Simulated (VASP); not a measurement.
# ZrTiGe2: structure and properties in VASP

What structure does ZrTiGe2 take at this level, and what are its properties? The steps: first try, rough relaxation of the start cell, full relaxation (vdW-DF2), single point with fields (vdW-DF2), bands along the symmetry lines (vdW-DF2), total and projected DOS (vdW-DF2), volume scan with vdW-DF2, fit for vdW-DF2 and bands along the symmetry lines (vdW-DF2 + SOC). The cell is invented: it takes the structure of a Materials Project entry for ZrTiC2 (space group 166 there), with some of its atoms replaced by other elements, volume scaled by an estimate. It may not be a known or stable phase.

Program: VASP 6.6.1. Level of theory: vdW-DF2; plane waves and PAW (Zr_sv, Ge_d, Ti_sv), in the first sound run; inputs show where later runs differ. Results are calculated unless marked as measured.

**1. Set-up**

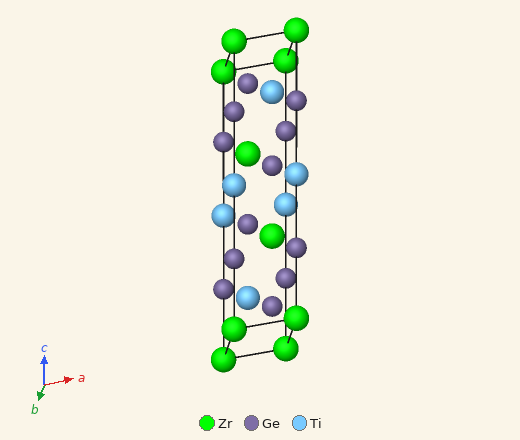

Start, viewed from a free direction; zirconium green, germanium purple, titanium blue. This picture shows the conventional cell, with its axes. Some periodic images of atoms are drawn too.

Structure file:

```xyz
4
Lattice="1.7862 1.0313 5.7869 -1.7862 1.0313 5.7869 0.0000 -2.0626 5.7869" Properties=species:S:1:pos:R:3 pbc="T T T"
Zr    0.0000    0.0000    0.0000
Ge    0.0000    0.0000    4.2421
Ge    0.0000    0.0000   13.1187
Ti    0.0000    0.0000    8.6804
```

**2. First try**

This run is made with a changed input; what comes of it follows.

Contents of INCAR:

```
SYSTEM = ZrTiGe2
PREC = Accurate
ENCUT = 410
EDIFF = 1E-06
NELM = 56
ISMEAR = -5
SIGMA = 0.05
LREAL = .FALSE.
ALGO = Normal
GGA = ML
AGGAC = 0
LUSE_VDW = .TRUE.
ZAB_VDW = -1.8867
LASPH = .TRUE.
NBANDS = 32
LORBIT = 11
LWAVE = .FALSE.
LCHARG = .FALSE.
KPAR = 2
IBRION = 2
NSW = 30
ISIF = 3
EDIFFG = -0.01
```

Contents of POSCAR:

```
ZrTiGe2
1.0
    1.7862480000      1.0312910000      5.7869360000
   -1.7862480000      1.0312910000      5.7869360000
    0.0000000000     -2.0625810000      5.7869360000
Zr Ge Ti
1 2 1
Direct
    0.0000000000      0.0000000000      0.0000000000
    0.2443510000      0.2443510000      0.2443510000
    0.7556490000      0.7556490000      0.7556490000
    0.5000000000      0.5000000000      0.5000000000
```

Contents of KPOINTS:

```
Automatic mesh
0
Gamma
1 1 1
0 0 0
```

Potentials, in the order of the species: Zr_sv, Ge_d and Ti_sv (PBE family, release 64).

The run is started by

```bash
mpirun -np 2 vasp_std
```

The program printed:

```text
[banner, memory and clock lines left out]
running    2 mpi-ranks, on    1 nodes
[...]
|                                                                             |
|               ----> ADVICE to this user running VASP <----                  |
|                                                                             |
|     You have switched on vdW-DFT.                                           |
|     This routine was written and supplied by Jiri Klimes. We recommend      |
|     that you carefully read and cite the following publications:            |
|       J. Klimes, D.R. Bowler, A. Michelides                                 |
|          J. Phys.: Cond Matt. 22 022201 (2010)                              |
|       J. Klimes, D.R. Bowler, A. Michelides                                 |
|          Phys. Rev. B. 83, 195131 (2011)                                    |
|     and references therein.                                                 |
|                                                                             |

|                                                                             |
|               ----> ADVICE to this user running VASP <----                  |
|                                                                             |
|     You enforced a specific xc type in the INCAR file but a different       |
|     [... a line on the potential file left out ...]
|     I HOPE YOU KNOW WHAT YOU ARE DOING!                                     |
|                                                                             |

 LDA part: xc-table for (Slater+PW92), standard interpolation
|                                                                             |
|     EEEEEEE  RRRRRR   RRRRRR   OOOOOOO  RRRRRR      ###     ###     ###     |
|     E        R     R  R     R  O     O  R     R     ###     ###     ###     |
|     E        R     R  R     R  O     O  R     R     ###     ###     ###     |
|     EEEEE    RRRRRR   RRRRRR   O     O  RRRRRR       #       #       #      |
|     E        R   R    R   R    O     O  R   R                               |
|     E        R    R   R    R   O     O  R    R      ###     ###     ###     |
|     EEEEEEE  R     R  R     R  OOOOOOO  R     R     ###     ###     ###     |
|                                                                             |
|     IBZKPT: tetrahedron method fails for NKPT<4. NKPT = 1                   |
|                                                                             |
|       ---->  I REFUSE TO CONTINUE WITH THIS SICK JOB ... BYE!!! <----       |
|                                                                             |

1
1
```

The job ended after 2.6 s (2 MPI ranks of AMD EPYC 9R45, shared host).

The logs omit lines about the potential files and the build; timing stands in the text.

VASP stopped before it finished a first electronic cycle.

VASP's message: “IBZKPT: tetrahedron method fails for NKPT<4. NKPT = 1”. No number of this run is used.

The fault in the input: tetrahedra on too few k points (ISMEAR = -5 and k-mesh = [1, 1, 1]). Use more k-points.

**3. Rough relaxation of the start cell**

The start is only an estimate, so a cheap relaxation brings it near a minimum before any careful run.

Contents of INCAR:

```
SYSTEM = ZrTiGe2
PREC = Normal
ENCUT = 410
EDIFF = 1E-05
NELM = 60
ISMEAR = 0
SIGMA = 0.05
LREAL = .FALSE.
ALGO = Fast
GGA = ML
AGGAC = 0
LUSE_VDW = .TRUE.
ZAB_VDW = -1.8867
LASPH = .TRUE.
NBANDS = 32
LORBIT = 11
LWAVE = .FALSE.
LCHARG = .FALSE.
KPAR = 2
IBRION = 2
NSW = 40
ISIF = 3
EDIFFG = -0.04
```

POSCAR is that of step 2.

Contents of KPOINTS:

```
Automatic mesh
0
Gamma
5 5 5
0 0 0
```

The run is started by

```bash
mpirun -np 2 vasp_std
```

The program printed:

```text
[banner, memory and clock lines left out]
running    2 mpi-ranks, on    1 nodes
 distrk:  each k-point on    1 cores,    2 groups
 distr:  one band on    1 cores,    1 groups

 POSCAR found type information on POSCAR ZrGeTi
 POSCAR found :  3 types and       4 ions
|                                                                             |
|               ----> ADVICE to this user running VASP <----                  |
|                                                                             |
|     You have switched on vdW-DFT.                                           |
|     This routine was written and supplied by Jiri Klimes. We recommend      |
|     that you carefully read and cite the following publications:            |
|       J. Klimes, D.R. Bowler, A. Michelides                                 |
|          J. Phys.: Cond Matt. 22 022201 (2010)                              |
|       J. Klimes, D.R. Bowler, A. Michelides                                 |
|          Phys. Rev. B. 83, 195131 (2011)                                    |
|     and references therein.                                                 |
|                                                                             |

|                                                                             |
|               ----> ADVICE to this user running VASP <----                  |
|                                                                             |
|     You enforced a specific xc type in the INCAR file but a different       |
|     [... a line on the potential file left out ...]
|     I HOPE YOU KNOW WHAT YOU ARE DOING!                                     |
|                                                                             |

 LDA part: xc-table for (Slater+PW92), standard interpolation
 POSCAR, INCAR and KPOINTS ok, starting setup
 FFT: planning ... GRIDC
 FFT: planning ... GRID_SOFT
 FFT: planning ... GRID
 WAVECAR not read
 entering main loop
       N       E                     dE             d eps       ncg     rms          rms(c)
DAV:   1     0.566729672614E+03    0.56673E+03   -0.23056E+04  1456   0.351E+03
DAV:   2     0.778470260584E+02   -0.48888E+03   -0.47713E+03  1224   0.799E+02
DAV:   3    -0.710818262219E+01   -0.84955E+02   -0.84024E+02  1696   0.214E+02
DAV:   4    -0.134944214820E+02   -0.63862E+01   -0.63490E+01  1656   0.596E+01
DAV:   5    -0.137504503393E+02   -0.25603E+00   -0.25599E+00  1744   0.105E+01    0.218E+01
RMM:   6    -0.115098086394E+02    0.22406E+01   -0.13719E+01  1467   0.210E+01    0.864E+00
RMM:   7    -0.113372711451E+02    0.17254E+00   -0.36561E+00  1542   0.113E+01    0.573E+00
RMM:   8    -0.113007908560E+02    0.36480E-01   -0.21300E+00  1682   0.593E+00    0.135E+00
RMM:   9    -0.113175060525E+02   -0.16715E-01   -0.47555E-01  1511   0.527E+00    0.116E+00
RMM:  10    -0.113487219227E+02   -0.31216E-01   -0.36333E-01  1756   0.228E+00    0.452E-01
RMM:  11    -0.113559701502E+02   -0.72482E-02   -0.11452E-01  1776   0.186E+00    0.106E-01
RMM:  12    -0.113656239321E+02   -0.96538E-02   -0.10718E-01  1968   0.122E+00    0.229E-01
RMM:  13    -0.113711613082E+02   -0.55374E-02   -0.57709E-02  2054   0.929E-01    0.259E-01
RMM:  14    -0.113752601309E+02   -0.40988E-02   -0.48576E-02  1911   0.785E-01    0.298E-01
RMM:  15    -0.113780005567E+02   -0.27404E-02   -0.30451E-02  1924   0.658E-01    0.330E-01
WARNING in EDDRMM: call to ZHEGV failed, returncode =   6  3      9
RMM:  16    -0.113806505059E+02   -0.26499E-02   -0.27509E-02  1834   0.573E-01    0.392E-01
RMM:  17    -0.113810144574E+02   -0.36395E-03   -0.17457E-02  1850   0.585E-01    0.328E-01
RMM:  18    -0.113827279128E+02   -0.17135E-02   -0.16920E-02  1813   0.471E-01    0.384E-01
RMM:  19    -0.113838227599E+02   -0.10948E-02   -0.11929E-02  1686   0.409E-01    0.408E-01
RMM:  20    -0.113845603830E+02   -0.73762E-03   -0.10466E-02  1728   0.375E-01    0.416E-01
RMM:  21    -0.113849877022E+02   -0.42732E-03   -0.75832E-03  1763   0.355E-01    0.409E-01
RMM:  22    -0.113853650911E+02   -0.37739E-03   -0.69618E-03  1787   0.333E-01    0.413E-01
RMM:  23    -0.113859262952E+02   -0.56120E-03   -0.52781E-03  1628   0.282E-01    0.431E-01
RMM:  24    -0.113862147724E+02   -0.28848E-03   -0.44116E-03  1645   0.264E-01    0.436E-01
RMM:  25    -0.113865737880E+02   -0.35902E-03   -0.37487E-03  1551   0.236E-01    0.439E-01
RMM:  26    -0.113867976426E+02   -0.22385E-03   -0.29214E-03  1476   0.211E-01    0.444E-01
RMM:  27    -0.113870131086E+02   -0.21547E-03   -0.25928E-03  1446   0.192E-01    0.448E-01
RMM:  28    -0.113872546342E+02   -0.24153E-03   -0.20935E-03  1430   0.178E-01    0.481E-01
RMM:  29    -0.113872710648E+02   -0.16431E-04   -0.17545E-03  1496   0.174E-01    0.457E-01
RMM:  30    -0.113872768468E+02   -0.57820E-05   -0.15107E-03  1486   0.161E-01    0.439E-01
RMM:  31    -0.113872241528E+02    0.52694E-04   -0.12620E-03  1507   0.158E-01    0.400E-01
RMM:  32    -0.113872438459E+02   -0.19693E-04   -0.10922E-03  1408   0.138E-01    0.376E-01
RMM:  33    -0.113871621398E+02    0.81706E-04   -0.92345E-04  1505   0.153E-01    0.317E-01
RMM:  34    -0.113871493935E+02    0.12746E-04   -0.85894E-04  1483   0.135E-01    0.270E-01
RMM:  35    -0.113871499794E+02   -0.58584E-06   -0.63576E-04  1394   0.120E-01    0.239E-01
RMM:  36    -0.113871462392E+02    0.37401E-05   -0.55948E-04  1419   0.115E-01    0.196E-01
RMM:  37    -0.113871309820E+02    0.15257E-04   -0.48847E-04  1429   0.116E-01    0.140E-01
RMM:  38    -0.113871257739E+02    0.52081E-05   -0.43300E-04  1417   0.111E-01    0.845E-02
RMM:  39    -0.113871308871E+02   -0.51132E-05   -0.34871E-04  1343   0.985E-02    0.477E-02
RMM:  40    -0.113871433863E+02   -0.12499E-04   -0.29190E-04  1268   0.841E-02    0.278E-02
RMM:  41    -0.113871571718E+02   -0.13785E-04   -0.23712E-04  1042   0.709E-02    0.247E-02
RMM:  42    -0.113871682261E+02   -0.11054E-04   -0.20445E-04   983   0.657E-02    0.217E-02
RMM:  43    -0.113871792441E+02   -0.11018E-04   -0.19000E-04   990   0.631E-02    0.224E-02
RMM:  44    -0.113871871677E+02   -0.79236E-05   -0.16982E-04   997   0.614E-02    0.177E-02
RMM:  45    -0.113871956548E+02   -0.84871E-05   -0.15819E-04   866   0.557E-02    0.186E-02
RMM:  46    -0.113872021834E+02   -0.65285E-05   -0.13593E-04   866   0.550E-02    0.206E-02
RMM:  47    -0.113872088641E+02   -0.66807E-05   -0.13414E-04   834   0.542E-02    0.230E-02
RMM:  48    -0.113872128303E+02   -0.39663E-05   -0.11793E-04   990   0.542E-02    0.231E-02
RMM:  49    -0.113872157576E+02   -0.29273E-05   -0.11695E-04   958   0.532E-02    0.194E-02
RMM:  50    -0.113872179472E+02   -0.21896E-05   -0.10140E-04   978   0.517E-02    0.170E-02
RMM:  51    -0.113872198570E+02   -0.19099E-05   -0.97450E-05   875   0.499E-02
   1 F= -.11387220E+02 E0= -.11386348E+02  d E =-.113872E+02
 curvature:   0.00 expect dE= 0.000E+00 dE for cont linesearch  0.000E+00
 trial: gam= 0.00000 g(F)=  0.111E-01 g(S)=  0.787E+01 ort = 0.000E+00 (trialstep = 0.100E+01)
 search vector abs. value=  0.788E+01
 bond charge predicted
       N       E                     dE             d eps       ncg     rms          rms(c)
DAV:   1    -0.162164155895E+03   -0.15078E+03   -0.38636E+03  1704   0.119E+03    0.158E+02
RMM:   2    -0.155385043734E+03    0.67791E+01   -0.56787E+02  1528   0.237E+02    0.849E+01
RMM:   3    -0.317904504573E+02    0.12359E+03   -0.20476E+02  1536   0.109E+02    0.541E+01
RMM:   4     0.352152982276E+01    0.35312E+02   -0.15232E+02  1565   0.704E+01    0.368E+01
RMM:   5    -0.272715557796E+02   -0.30793E+02   -0.10101E+02  1535   0.534E+01    0.384E+01
RMM:   6    -0.160476688636E+02    0.11224E+02   -0.69756E+01  1751   0.301E+01    0.280E+01
RMM:   7    -0.861463436298E+01    0.74330E+01   -0.45596E+01  1705   0.187E+01    0.229E+01
RMM:   8    -0.946422372924E+01   -0.84959E+00   -0.26957E+01  1562   0.208E+01    0.206E+01
RMM:   9    -0.125742031443E+02   -0.31100E+01   -0.21850E+01  1562   0.220E+01    0.142E+01
RMM:  10    -0.987754003142E+01    0.26967E+01   -0.73335E+00  1777   0.120E+01    0.719E+00
RMM:  11    -0.959044533164E+01    0.28709E+00   -0.12843E+01  1733   0.970E+00    0.509E+00
RMM:  12    -0.102643810491E+02   -0.67394E+00   -0.76728E+00  1834   0.584E+00    0.420E+00
RMM:  13    -0.107493782634E+02   -0.48500E+00   -0.35589E+00  1902   0.462E+00    0.451E+00
RMM:  14    -0.115969873640E+02   -0.84761E+00   -0.21004E+00  1614   0.493E+00    0.761E+00
RMM:  15    -0.109922011713E+02    0.60479E+00   -0.23712E+00  1784   0.518E+00    0.207E+00
RMM:  16    -0.112929969492E+02   -0.30080E+00   -0.18253E+00  1633   0.478E+00    0.203E+00
RMM:  17    -0.113058511210E+02   -0.12854E-01   -0.10293E+00  1823   0.327E+00    0.178E+00
RMM:  18    -0.114456978083E+02   -0.13985E+00   -0.17230E+00  1680   0.332E+00    0.154E+00
RMM:  19    -0.114815832973E+02   -0.35885E-01   -0.68242E-01  1795   0.243E+00    0.117E+00
RMM:  20    -0.115357743862E+02   -0.54191E-01   -0.10116E+00  1790   0.234E+00    0.851E-01
RMM:  21    -0.115723490380E+02   -0.36575E-01   -0.46330E-01  1845   0.190E+00    0.930E-01
RMM:  22    -0.116366513907E+02   -0.64302E-01   -0.56382E-01  1896   0.173E+00    0.129E+00
RMM:  23    -0.116231246557E+02    0.13527E-01   -0.25783E-01  1786   0.171E+00    0.867E-01
RMM:  24    -0.116417767150E+02   -0.18652E-01   -0.28613E-01  1855   0.136E+00    0.768E-01
RMM:  25    -0.116580792213E+02   -0.16303E-01   -0.17207E-01  1928   0.119E+00    0.827E-01
RMM:  26    -0.116749416903E+02   -0.16862E-01   -0.18746E-01  1790   0.108E+00    0.891E-01
RMM:  27    -0.116868237300E+02   -0.11882E-01   -0.13066E-01  1667   0.101E+00    0.928E-01
RMM:  28    -0.116992363381E+02   -0.12413E-01   -0.13430E-01  1645   0.939E-01    0.976E-01
RMM:  29    -0.117081303485E+02   -0.88940E-02   -0.10204E-01  1635   0.892E-01    0.101E+00
RMM:  30    -0.117196936653E+02   -0.11563E-01   -0.10222E-01  1631   0.854E-01    0.111E+00
[...]
RMM:  49    -0.117553612108E+02    0.44704E-02   -0.20615E-02  1666   0.529E-01    0.994E-01
RMM:  50    -0.117540631200E+02    0.12981E-02   -0.13662E-02  1607   0.483E-01    0.909E-01
RMM:  51    -0.117526202892E+02    0.14428E-02   -0.13359E-02  1638   0.471E-01    0.797E-01
RMM:  52    -0.117518082956E+02    0.81199E-03   -0.12374E-02  1654   0.472E-01    0.713E-01
RMM:  53    -0.117515524869E+02    0.25581E-03   -0.10650E-02  1561   0.449E-01    0.639E-01
RMM:  54    -0.117518538361E+02   -0.30135E-03   -0.91060E-03  1523   0.419E-01    0.604E-01
RMM:  55    -0.117524437171E+02   -0.58988E-03   -0.76941E-03  1441   0.390E-01    0.597E-01
RMM:  56    -0.117524464480E+02   -0.27309E-05   -0.73570E-03  1490   0.387E-01    0.571E-01
RMM:  57    -0.117523566390E+02    0.89809E-04   -0.66528E-03  1444   0.381E-01    0.541E-01
RMM:  58    -0.117528210896E+02   -0.46445E-03   -0.57436E-03  1442   0.363E-01    0.547E-01
RMM:  59    -0.117530294685E+02   -0.20838E-03   -0.51534E-03  1384   0.350E-01    0.536E-01
RMM:  60    -0.117533395312E+02   -0.31006E-03   -0.44777E-03  1360   0.339E-01
|                                                                             |
|           W    W    AA    RRRRR   N    N  II  N    N   GGGG   !!!           |
|           W    W   A  A   R    R  NN   N  II  NN   N  G    G  !!!           |
|           W    W  A    A  R    R  N N  N  II  N N  N  G       !!!           |
|           W WW W  AAAAAA  RRRRR   N  N N  II  N  N N  G  GGG   !            |
|           WW  WW  A    A  R   R   N   NN  II  N   NN  G    G                |
|           W    W  A    A  R    R  N    N  II  N    N   GGGG   !!!           |
|                                                                             |
|     The electronic self-consistency was not achieved in the given           |
|     number of steps (NELM). The forces and other quantities evaluated       |
|     might not be reliable so examine the results carefully. If you find     |
|     spurious results, we suggest increasing NELM, if you were close to      |
|     convergence or switching to a different ALGO or adjusting the           |
|     density mixing parameters otherwise.                                    |
|                                                                             |

   2 F= -.11753340E+02 E0= -.11752723E+02  d E =-.366120E+00
[...]
|     The electronic self-consistency was not achieved in the given           |
[... from here on, the cycles between the ionic steps are left out ...]
   3 F= -.12988239E+02 E0= -.12987106E+02  d E =-.160102E+01
   4 F= -.13043074E+02 E0= -.13042163E+02  d E =-.165585E+01
[...]
WARNING in EDDRMM: call to ZHEGV failed, returncode =   6  3     14
   5 F= -.13042758E+02 E0= -.13041839E+02  d E =-.165554E+01
   6 F= -.13046620E+02 E0= -.13045622E+02  d E =-.386268E-02
   7 F= -.13048577E+02 E0= -.13047525E+02  d E =-.581967E-02
   8 F= -.13049906E+02 E0= -.13048930E+02  d E =-.714838E-02
   9 F= -.13049982E+02 E0= -.13048978E+02  d E =-.722436E-02
  10 F= -.13050060E+02 E0= -.13049078E+02  d E =-.783844E-04
  11 F= -.13050459E+02 E0= -.13049467E+02  d E =-.477049E-03
 curvature:  -0.33 expect dE=-0.739E-04 dE for cont linesearch -0.851E-05
 ZBRENT: interpolating
 opt :   0.7375  next Energy=   -13.050466 (dE=-0.485E-03)
 bond charge predicted
       N       E                     dE             d eps       ncg     rms          rms(c)
DAV:   1    -0.130506335461E+02   -0.17745E-03   -0.35924E-03  1792   0.622E-01    0.104E-01
RMM:   2    -0.130505776035E+02    0.55943E-04   -0.78394E-04  1458   0.219E-01    0.650E-02
RMM:   3    -0.130504784304E+02    0.99173E-04   -0.15536E-04  1231   0.946E-02    0.297E-02
RMM:   4    -0.130504656285E+02    0.12802E-04   -0.93665E-05  1179   0.548E-02    0.132E-02
RMM:   5    -0.130504636601E+02    0.19684E-05   -0.25733E-05  1010   0.336E-02
  12 F= -.13050464E+02 E0= -.13049473E+02  d E =-.481743E-03
 curvature:  -0.29 expect dE=-0.470E-04 dE for cont linesearch -0.240E-05
 trial: gam= 0.03278 g(F)=  0.872E-04 g(S)=  0.754E-04 ort = 0.110E-03 (trialstep = 0.117E+01)
 search vector abs. value=  0.171E-03
 reached required accuracy - stopping structural energy minimisation
```

Elapsed: 9.9 min, on 2 MPI ranks; peak memory 0.71 GiB.

(Part 1 of 6 ends here.)

[Lines on the potential files, build, host, timing and source positions are cut from VASP's logs without a mark.]

[Logs are printed without paths, hosts, clocks, repeated set-up lines and the standing remarks that a program may print on its own settings, such as how far it seeks lower states.]

[Hosts, paths, dates, database ids (printed as entryN), source tags and the programs' standing remarks are cut or masked in the printed files.]

[A measured line is paired with the nearest computed mode of its activity, which favours agreement.]
